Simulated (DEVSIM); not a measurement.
Device: abrupt Si p-n junction, at 300 K.

```csv
layer (left to right),material,thickness (μm),Nd (cm⁻³),Na (cm⁻³),τn (s),τp (s)
1,Si,40.0,-,3e16,8.6e-7,8.6e-7
2,Si,1.10,2.6e14,-,8.6e-7,8.6e-7
```

Left contact: ohmic. Right contact: ohmic. Voltage is applied to the left contact. Recombination: SRH at mid-gap. Mobility is μmin + (μ − μmin)/(1 + (N/Nref)^α).

Constants are typed, rounded textbook-type inputs, not results; the design itself was drawn at random and stands for no fabricated device. Values at 300 K.

```csv
parameter,Si
gap (eV),1.124
affinity (eV),4.05
permittivity,11.7
Nc (cm⁻³),2.86e19
Nv (cm⁻³),3.1e19
μn (cm²/Vs),1417
μp (cm²/Vs),470
"μn,min",52
"μp,min",45
"Nref,n",9.7e16
"Nref,p",2.2e17
αn,0.68
αp,0.72
```

DEVSIM, 1D drift-diffusion, Boltzmann statistics, complete ionisation; no tunnelling, impact ionisation, image-force lowering or self-heating.

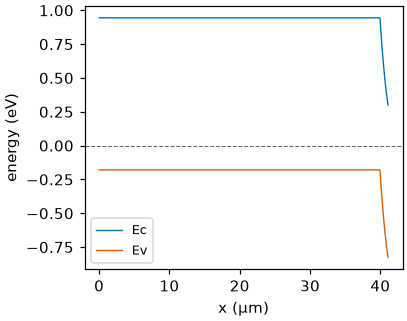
Figure: Band edges at zero bias

Energies count from the Fermi level of the right contact; mesh points crowd at the junctions.

| x (μm) | Ec (eV) | Ev (eV) | n (cm⁻³) | p (cm⁻³) | field (V/cm) |
|---|---|---|---|---|---|
| 0.000 | 0.945 | -0.179 | 3900 | 3.0e16 | ≈ 0 |
| 0.03254 | 0.945 | -0.179 | 3900 | 3.0e16 | ≈ 0 |
| 0.1147 | 0.945 | -0.179 | 3900 | 3.0e16 | ≈ 0 |
| 0.3026 | 0.945 | -0.179 | 3900 | 3.0e16 | ≈ 0 |
| 1.041 | 0.945 | -0.179 | 3900 | 3.0e16 | ≈ 0 |
| 2.484 | 0.945 | -0.179 | 3900 | 3.0e16 | ≈ 0 |
| 5.881 | 0.945 | -0.179 | 3900 | 3.0e16 | ≈ 0 |
| 19.24 | 0.945 | -0.179 | 3900 | 3.0e16 | ≈ 0 |
| 31.16 | 0.945 | -0.179 | 3900 | 3.0e16 | ≈ 0 |
| 36.41 | 0.945 | -0.179 | 3900 | 3.0e16 | ≈ 0 |
| 38.49 | 0.945 | -0.179 | 3900 | 3.0e16 | ≈ 0 |
| 39.55 | 0.945 | -0.179 | 3900 | 3.0e16 | ≈ 0 |
| 39.82 | 0.945 | -0.179 | 3900 | 3.0e16 | -10 |
| 39.94 | 0.942 | -0.182 | 4400 | 2.7e16 | -1300 |
| 40.00 | 0.914 | -0.210 | 13000 | 9.2e15 | -11000 |
| 40.03 | 0.884 | -0.240 | 40000 | 2.9e15 | -9000 |
| 40.10 | 0.827 | -0.297 | 360000 | 3.2e14 | -7400 |
| 40.26 | 0.717 | -0.407 | 2.6e7 | 4.5e12 | -6600 |
| 40.74 | 0.446 | -0.678 | 9.1e11 | 1.3e8 | -4700 |
| 40.95 | 0.353 | -0.771 | 3.3e13 | 3500000 | -3900 |
| 41.05 | 0.318 | -0.806 | 1.3e14 | 890000 | -3600 |
| 41.10 | 0.300 | -0.824 | 2.6e14 | 450000 | -3500 |
